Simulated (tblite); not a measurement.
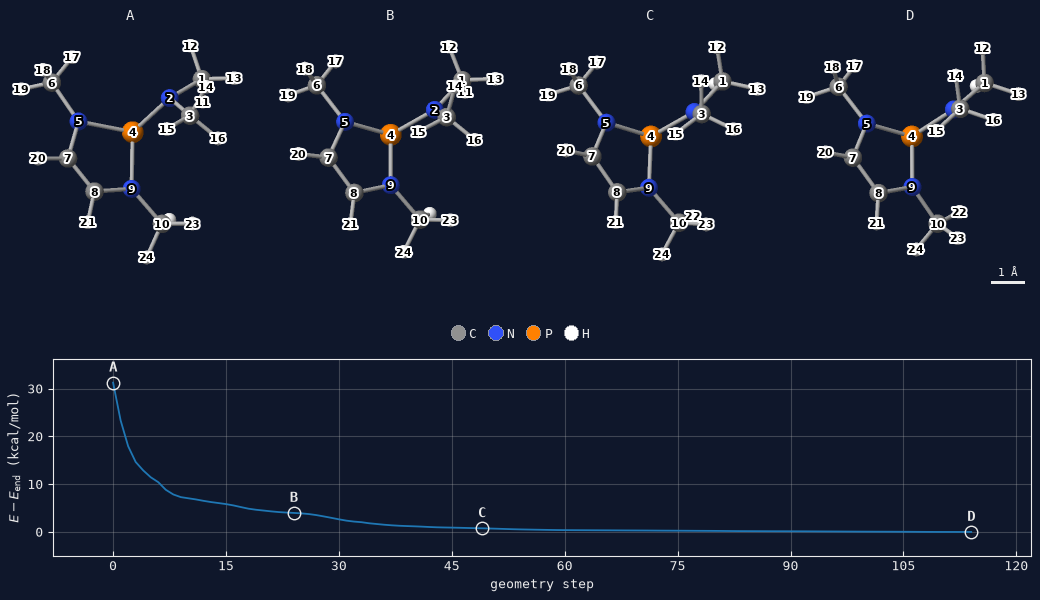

Frames of a relaxation of C6H14N3P, marked on the history of the run. A ball-and-stick model, seen face on.

Level of theory: GFN2-xTB geometry optimisation, gas phase (tblite 0.8.0). 

Question: What happens along the run?

Answer: The largest move after the best rigid fit is that of H14, 0.99 Å. Largest moves by element: H 0.99 Å, N 0.42 Å, C 0.36 Å, P 0.19 Å. Near-neighbour distances that change, for instance: P4–N9 1.817 → 1.714 Å, P4–N5 1.811 → 1.717 Å, N2–P4 1.756 → 1.711 Å, C7–C8 1.288 → 1.333 Å. Bond angles that change, for instance: N2–P4–N9 114.2° → 102.5°, C1–N2–P4 110.9° → 120.4°, P4–N9–C8 105.0° → 114.2°. Groups turn about N9–C10 by about 40°. The energy falls by 31.3 kcal/mol in 114 geometry steps. Cost: 1.3 s on 1 thread of AMD EPYC 7B13, on a shared host. From step 0 to 24: N2 moves most (0.44 Å), energy −27.3 kcal/mol. From step 24 to 49: H atoms move most (0.46 Å), energy −3.23 kcal/mol. From step 49 to 114: H24 moves most (0.51 Å), energy −0.76 kcal/mol.

```tsv
step	E − E(0), kcal/mol
0	0.00
1	-7.91
2	-13.31
3	-16.62
4	-18.38
5	-19.81
6	-20.84
7	-22.43
8	-23.41
9	-23.97
10	-24.21
15	-25.43
21	-26.96
26	-27.52
32	-29.09
37	-29.87
43	-30.29
48	-30.47
54	-30.73
59	-30.87
65	-30.92
70	-30.96
76	-31.01
81	-31.05
87	-31.11
92	-31.14
98	-31.18
103	-31.21
109	-31.26
114	-31.26
```
